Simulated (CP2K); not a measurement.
**ClF (chlorine monofluoride) at GFN1-xTB**

Aim: the energy change on altering one bond length of ClF (chlorine monofluoride) at GFN1-xTB, from 2 runs. 

Program for the calculation: CP2K 2026.2.

10 further runs of the same task are left out: 5 that didn't finish, 5 set aside as unsound or not needed.

## Step 1: The molecule

ClF: 2 atoms, total charge 0, spin state singlet. SMILES: `FCl`. Geometry: relaxed at PBE0-D4/def2-TZVP.

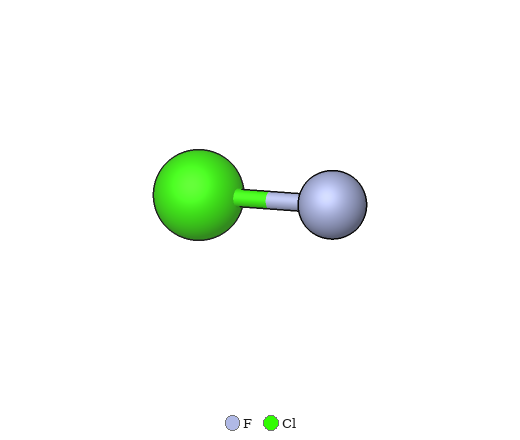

Viewed from a chosen angle; fluorine light blue, chlorine green.

## Step 2: The energy at GFN1-xTB

File calc.inp:

```
&GLOBAL
  PROJECT_NAME calc
  RUN_TYPE ENERGY
  PRINT_LEVEL MEDIUM
&END

&FORCE_EVAL
  METHOD QS
  &DFT
    # Quickstep
    &QS
      METHOD XTB
      EPS_DEFAULT 1.0E-10
      &XTB
        GFN_TYPE TBLITE
        &TBLITE
          METHOD GFN1
        &END
        CHECK_ATOMIC_CHARGES F
      &END
    &END
    &POISSON
      PERIODIC NONE
      POISSON_SOLVER ANALYTIC
    &END
    &SCF
      SCF_GUESS ATOMIC
      EPS_SCF 1.0E-06
      MAX_SCF 150
      ADDED_MOS 8
      &DIAGONALIZATION
        ALGORITHM STANDARD
      &END
      &MIXING
        METHOD DIRECT_P_MIXING
        ALPHA 0.4
      &END
      &SMEAR ON
        METHOD FERMI_DIRAC
        ELECTRONIC_TEMPERATURE [K] 300
      &END
    &END
    &PRINT
      &MOMENTS
        PERIODIC F
        REFERENCE COM
        MAX_MOMENT 1
      &END
      &MO ON
        ENERGIES T
        OCCUPATION_NUMBERS T
        NDIGITS 6
        &EACH
          QS_SCF 0
        &END
        ADD_LAST NUMERIC
      &END
      &HIRSHFELD OFF
      &END
    &END
  &END
  # structure
  &SUBSYS
    &CELL
      ABC 12 12 13.6
      PERIODIC NONE
    &END
    &COORD
      UNIT bohr
      F      0.0000000     0.0000000     0.0591295
      Cl     0.0000000     0.0000000     3.1198622
    &END
    &TOPOLOGY
      &CENTER_COORDINATES
      &END
    &END
  &END
&END
```

Launch:

```sh
$ OMP_NUM_THREADS=1 cp2k.psmp -i calc.inp > calc.out 2>&1
```

Log:

```text
CP2K| version string:                                       CP2K version 2026.2
[...]
 GLOBAL| Method name                                                        CP2K
[...]
 GLOBAL| Run type                                                         ENERGY
[...]
                             - Atoms:                                          2
[...]
                             - Spherical basis functions:                     13
[...]
 Number of electrons:                                                         14
[...]
  *** SCF run converged in     9 steps ***
[...]
  Fermi energy:                                                -0.33484065451840
[...]
 TB_DIPOLE| Moment [Debye]          0.00000000       0.00000000       1.57208958
 TB_DIPOLE| Derivative [a.u.]       0.00000000       0.00000000       0.00000000
[...]
 ENERGY| Total FORCE_EVAL ( QS ) energy [hartree]             -9.324722640203074
[...]
```

It took 0.26 s on 1 thread of Arm Neoverse V1, shared host.

## Step 3: The distorted shape at the same level

File molecule.inp:

```
&GLOBAL
    PROJECT_NAME molecule
    RUN_TYPE ENERGY
    PRINT_LEVEL MEDIUM
&END
&FORCE_EVAL
    METHOD Quickstep
    &DFT
        ! Quickstep
        &QS
            METHOD XTB
            EPS_DEFAULT 1.0E-10
            &XTB
                GFN_TYPE TBLITE
                &TBLITE
                    METHOD GFN1
                &END
                CHECK_ATOMIC_CHARGES F
            &END
        &END
        ! isolated system
        &POISSON
            PERIODIC NONE
            POISSON_SOLVER ANALYTIC
        &END
        &SCF
            SCF_GUESS ATOMIC
            EPS_SCF 1.0E-06
            MAX_SCF 150
            ADDED_MOS 8
            &DIAGONALIZATION
                ALGORITHM STANDARD
            &END
            &MIXING
                METHOD DIRECT_P_MIXING
                ALPHA 0.4
            &END
            &SMEAR ON
                METHOD FERMI_DIRAC
                ELECTRONIC_TEMPERATURE [K] 300
            &END
        &END
        ! extra output
        &PRINT
            &MOMENTS
                PERIODIC F
                REFERENCE COM
                MAX_MOMENT 1
            &END
            &MO ON
                ENERGIES T
                OCCUPATION_NUMBERS T
                NDIGITS 6
                &EACH
                    QS_SCF 0
                &END
                ADD_LAST NUMERIC
            &END
            &HIRSHFELD OFF
            &END
        &END
    &END
    &SUBSYS
        ! vacuum box
        &CELL
            ABC 12 12 14.1
            PERIODIC NONE
        &END
        &COORD
            UNIT bohr
            F      0.0000000     0.0000000    -0.8591451
            Cl     0.0000000     0.0000000     3.1198622
        &END
        &TOPOLOGY
            &CENTER_COORDINATES
            &END
        &END
    &END
&END
```

Launch:

```sh
$ OMP_NUM_THREADS=1 cp2k.psmp molecule.inp > molecule.out
```

Log:

```text
CP2K| version string:                                       CP2K version 2026.2
[...]
 GLOBAL| Method name                                                        CP2K
[...]
 GLOBAL| Run type                                                         ENERGY
[...]
                             - Atoms:                                          2
[...]
                             - Spherical basis functions:                     13
[...]
 Number of electrons:                                                         14
[...]
  *** SCF run converged in    12 steps ***
[...]
  Fermi energy:                                                -0.46184458749328
[...]
 TB_DIPOLE| Moment [Debye]          0.00000000       0.00000000       2.44744201
 TB_DIPOLE| Derivative [a.u.]       0.00000000       0.00000000       0.00000000
[...]
 ENERGY| Total FORCE_EVAL ( QS ) energy [hartree]             -9.278370127533947
[...]
```

It took 0.26 s on 1 thread of Arm Neoverse V1, shared host.

## Step 4: Outcome

Level: GFN1-xTB.

```
                                                          quantity         value
                                         first shape: total energy   -9.32472 Eh
            first shape: dipole moment (from atomic charges alone)        1.57 D
                                          first shape: HOMO energy     -12.33 eV
                                          first shape: LUMO energy      -8.20 eV
                                        first shape: HOMO–LUMO gap       4.13 eV
                                    first shape: dispersion energy  -0.38 kJ/mol
                                     distorted shape: total energy   -9.27837 Eh
        distorted shape: dipole moment (from atomic charges alone)        2.45 D
                                      distorted shape: HOMO energy     -13.31 eV
                                      distorted shape: LUMO energy     -11.85 eV
                                    distorted shape: HOMO–LUMO gap       1.46 eV
                                distorted shape: dispersion energy  -0.40 kJ/mol
energy change with the F1–Cl2 bond stretched from 1.620 to 2.106 Å      1.261 eV
```

**Reading.** With the F1–Cl2 bond stretched from 1.620 to 2.106 Å the energy rises by 1.26 eV (29 kcal/mol). The first shape isn't relaxed at this level, so the change isn't measured from a minimum. The dipole (first shape) comes from point charges on the atoms alone, without atomic dipoles, so it is partial. The dipole (distorted shape) comes from point charges on the atoms alone, without atomic dipoles, so it is partial.
